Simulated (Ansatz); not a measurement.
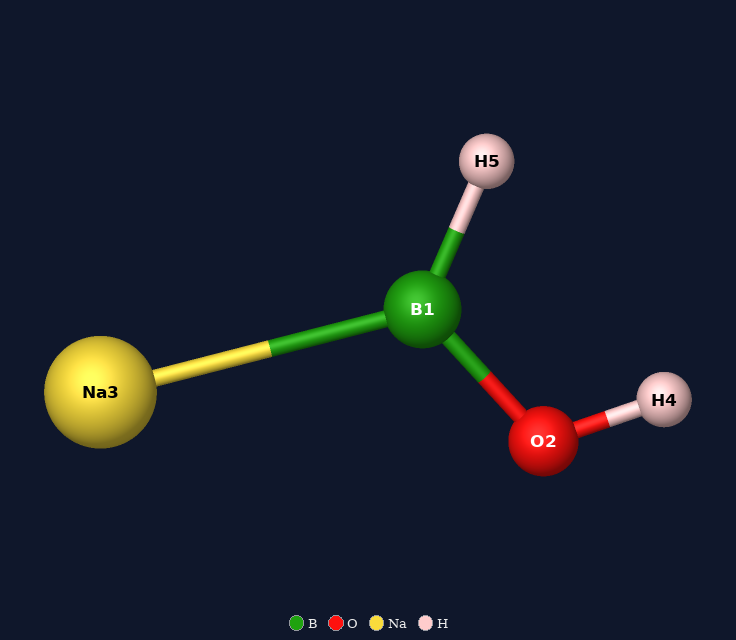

The atoms are numbered. Computed geometry: PBE0-D4/def2-TZVP optimisation. No frequency run is at hand to confirm it as a minimum.

What is the geometry at O2?

O2 has 2 neighbours (B1 at 1.37, H4 at 0.96 Å); the arrangement is bent.

What is the geometry at B1?

B1 has 3 neighbours (O2 at 1.37, Na3 at 2.51, H5 at 1.22 Å); the arrangement is trigonal planar.
